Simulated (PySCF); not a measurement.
Input

```
{"job": {"kind": "nmr", "xc": "PBE0", "basis": "pcSseg-1"}, "charge": 0, "multiplicity": 1}
C      2.837220    -0.487575     0.247065
C      1.715619    -0.523986    -0.451942
C      0.389059    -0.088136     0.042456
C     -0.736189    -1.059342    -0.326638
C     -2.061790    -0.311654    -0.228289
N     -1.834436     0.988350    -0.829263
Si    -0.223663     1.563472    -0.714880
H      3.783641    -0.787633    -0.170166
H      2.853977    -0.150150     1.270965
H      1.734502    -0.866891    -1.479503
H      0.430853     0.018395     1.130011
H     -0.735663    -1.942312     0.315459
H     -0.595481    -1.385105    -1.359258
H     -2.854770    -0.841058    -0.767310
H     -2.371077    -0.220454     0.823032
H     -2.656154     1.559002    -0.931700
H      0.303319     1.856751    -2.048399
H      0.012272     2.684644     0.201945
```

Command:

```sh
OMP_NUM_THREADS=1 python probes_run.py task.json out
```

Geometry: GFN2-xTB.

These are results of PBE0/pcSseg-1, SCF density, gas phase, non-relativistic (PySCF), not measurements.

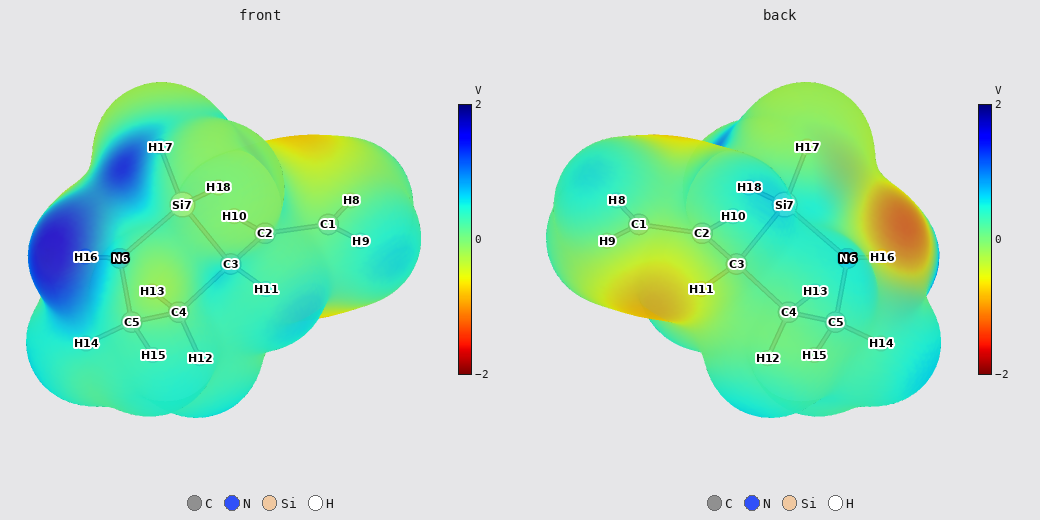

C5H11NSi. The electrostatic potential painted on the density surface at 0.002 e/bohr³, seen from the front and from behind; red is negative and blue positive.

Where is the surface potential most negative and most positive?

The most negative region (about −1.1 V, or −25 kcal/mol for a unit charge) lies over N6, the most positive (about +1.5 V, or +35 kcal/mol for a unit charge) over H16. N6 is the likeliest acceptor of a hydrogen bond.
